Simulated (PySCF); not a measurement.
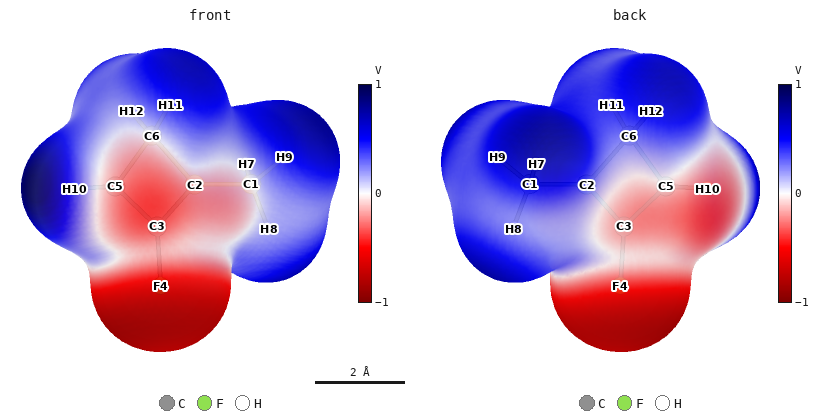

*C₅H₆F (doublet). The molecular electrostatic potential painted on the density surface at 0.002 e/bohr³, seen from the front and from behind; red is negative and blue positive.*

Geometry: GFN2-xTB.

Level of theory: UKS B3LYP, pcH-1 on C F H, non-relativistic, mean-field spin-orbit, GIAO in PySCF.

```csv
atom,x (Å),y (Å),z (Å)
C,-1.7156,0.0209,0.3444
C,-0.2782,0.0953,0.0461
C,0.6562,1.0790,-0.2457
F,0.5442,2.4098,-0.3586
C,1.7291,0.2237,-0.3769
C,0.8212,-0.9568,-0.0703
H,-2.2281,-0.6045,-0.3907
H,-2.1597,1.0136,0.3365
H,-1.8821,-0.4370,1.3225
H,2.7697,0.3166,-0.5999
H,1.0493,-1.4916,0.8508
H,0.6952,-1.6696,-0.8842
```

Question: Describe the electrostatic potential map.

Answer: The most negative region (about −0.9 V) lies over F4, the most positive (about +0.9 V) over H10.
